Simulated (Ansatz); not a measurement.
# Run report: CH10OSi3, molecular dynamics (part 5 of 5)

The same run, continued: CH10OSi3; UKS B3LYP/STO-3G (Ansatz 0.2.0). It belongs to a series of runs on one base structure; here: dynamics from the start.

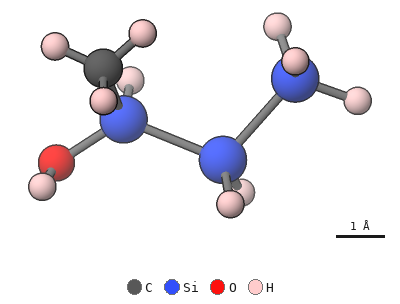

**Figure 1.** The geometry at step 116 of the log (ball-and-stick view, seen at a tilt).

Trajectory as extended XYZ, continued:
```
15
Properties=species:S:1:pos:R:3:forces:R:3 step=114 time_fs=57.0 energy=-26565.86011 temperature=439.1
C    -2.0146   -0.0513   -0.1689   -0.4041  -1.7139   0.3083
Si   -0.4428   -0.9763   -0.7384   -0.6069   0.6348  -0.3256
O    -0.9483   -2.5780   -1.0142   -0.5673  -1.5717   0.8786
Si    1.3444   -0.3830    0.4850    0.5585   0.8955   0.5323
Si    1.6176    1.9103    0.4068    0.2011  -1.1724  -0.3033
H    -1.8348    1.0132   -0.0882   -0.3746   0.7185  -0.4783
H    -2.9031   -0.3532   -0.8214    1.2324   0.9680   0.9042
H    -2.2360   -0.3828    0.8769   -0.0787   0.1243  -0.7252
H    -0.0038   -0.5522   -2.0593   -0.4223  -0.0733  -0.0361
H    -1.4650   -2.9416   -0.1649    0.9484   0.9521  -1.1050
H     1.2340   -0.7576    1.8831    0.0997  -0.1117  -0.1156
H     2.5701   -0.9579   -0.0469   -0.2367  -0.1357   0.1224
H     3.0145    2.2285    0.7011   -0.5152   0.0992   0.1754
H     0.6897    2.4824    1.3855    0.3986   0.2434  -0.5290
H     1.4124    2.3441   -0.9814   -0.2330   0.1429   0.6969
15
Properties=species:S:1:pos:R:3:forces:R:3 step=116 time_fs=58.0 energy=-26565.97425 temperature=505.9
C    -2.0212   -0.0512   -0.1681    0.9615  -0.0746   0.5984
Si   -0.4425   -0.9761   -0.7410   -0.7239   0.5954  -0.2524
O    -0.9476   -2.5803   -1.0114   -0.1114  -1.2258   0.2189
Si    1.3472   -0.3777    0.4862    0.2437   0.8625   0.1059
Si    1.6150    1.9033    0.4056    0.2679  -1.2863   0.4616
H    -1.7977    1.0403   -0.1108   -0.6746  -0.5739  -0.3434
H    -2.8928   -0.3113   -0.8098    0.4579   0.5596   0.3947
H    -2.2210   -0.3804    0.8777   -0.2436   0.2099  -0.5977
H    -0.0089   -0.5311   -2.0560   -0.4175  -0.1390  -0.0687
H    -1.4372   -2.9465   -0.1709    0.5553   0.7136  -0.4835
H     1.2429   -0.7610    1.8601    0.0257  -0.2151   0.4248
H     2.5609   -0.9623   -0.0328   -0.0049  -0.1888  -0.0231
H     3.0045    2.2103    0.7158   -0.3611   0.1657   0.0840
H     0.7039    2.5028    1.3691    0.2474   0.2094  -0.3228
H     1.3759    2.3363   -0.9381   -0.2223   0.3874  -0.1965
```

The run was set up as follows.

Input file:
```yaml
crystal:
  periodic: [false, false, false]
  atoms:
    - { symbol: C, position_ang: [-2.106775, -0.115791, -0.107258] }
    - { symbol: Si, position_ang: [-0.544036, -0.925994, -0.796209] }
    - { symbol: O, position_ang: [-0.760955, -2.629616, -0.959873] }
    - { symbol: Si, position_ang: [1.266557, -0.336673, 0.453903] }
    - { symbol: Si, position_ang: [1.732417, 1.871937, 0.42662] }
    - { symbol: H, position_ang: [-2.019082, 0.97846, -0.122995] }
    - { symbol: H, position_ang: [-2.987992, -0.384721, -0.703995] }
    - { symbol: H, position_ang: [-2.305292, -0.413916, 0.930435] }
    - { symbol: H, position_ang: [-0.373353, -0.476335, -2.162013] }
    - { symbol: H, position_ang: [-0.927254, -2.955117, -0.002907] }
    - { symbol: H, position_ang: [1.059989, -0.754873, 1.824627] }
    - { symbol: H, position_ang: [2.427727, -1.066914, -0.007768] }
    - { symbol: H, position_ang: [2.863642, 2.183863, 1.270597] }
    - { symbol: H, position_ang: [0.608775, 2.650206, 0.895972] }
    - { symbol: H, position_ang: [2.043932, 2.324684, -0.909837] }
magnetization:
  spin_polarized: true
basis:
  gaussian: { orbitals: STO-3G }
hamiltonian:
  xc: b3lyp
md:
  timestep: 0.5
  n_steps: 116
  ensemble: nve
  temperature: 700.0
  initial_velocities: maxwell_boltzmann
  seed: 404186
```

Run as:
```bash
ansatz run input.yaml --threads 1 --pin off --max-ram 2048MiB --backend cpu --events-out ev --progress --plain --runs-dir out
```

Key numbers:

| quantity | value |
| --- | --- |
| outcome | finished |
| mean temperature over the second half | 323 K |
| trajectory | 116 steps, 58 fs |
| ensemble | nve |
| temperature in the input | 700.0 K |
| time step | 0.5 fs |
| potential energy (last step) | −26565.9745 eV |
| mean-field energy (last step) | −26565.9745 eV |
| largest force (length of the vector) (last step) | 1.393 eV/Å |
| hardware | 1 thread of Intel Xeon (Granite Rapids), 64 GiB of memory available, shared host |
| wall time | 6 min |
| peak memory | 0.23 GiB |

Remarks:

So short a trajectory is not equilibrated.
